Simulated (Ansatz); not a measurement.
TaN (space group P6/mmm)

```
TaN
1.0
    5.20166     0.00000     0.00000
   -2.60083     4.50477     0.00000
    0.00000     0.00000     2.90614
Ta N
3 3
Direct
  0.00000   0.00000   0.00000
  0.33333   0.66667   0.50000
  0.66667   0.33333   0.50000
  0.50000   0.00000   0.00000
  0.50000   0.50000   0.00000
  0.00000   0.50000   0.00000
```

The volume is varied about the relaxed value V₀ at fixed cell shape. Symmetry pins the atoms to their sites.

These are PBEsol (plane waves to 420 eV, PAW, scalar-relativistic; Ansatz, a quantum-chemistry and plane-wave program) values and carry that method's errors. k mesh 10×10×16 (Γ-centred), Fermi-Dirac smearing 0.05 eV. The energy includes the smearing's −TS. With the shape held, the modulus is that of even scaling; a crystal free to change shape is softer. Spin-orbit coupling is left out, though Ta is heavy. TaN is run without spin polarisation. TaN was relaxed with its symmetry unable to fall. This is one of several known forms of TaN; the measured ambient cells at hand have space group No. 189. ΔE is measured from the relaxed starting cell.

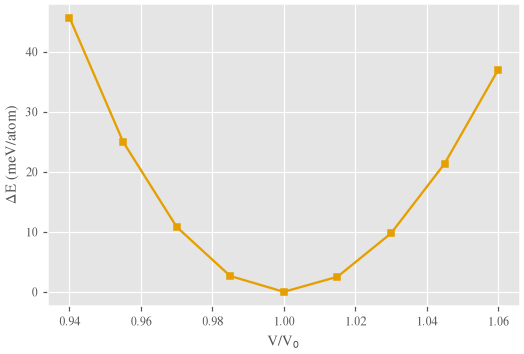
ΔE (meV/atom) against V/V₀; one marker a computed point.

Problem. What is ΔE at V/V₀ = 1.060?

Solution. About 37 meV/atom.

Problem. What bulk modulus at fixed cell shape B₀ follows from a third-order Birch-Murnaghan fit?

Solution. About 320 GPa.

Problem. What is ΔE at V/V₀ = 0.940?

Solution. About 46 meV/atom.

(A scan under strain: stresses follow from slopes of the energy per volume, elastic moduli from its curvatures.)
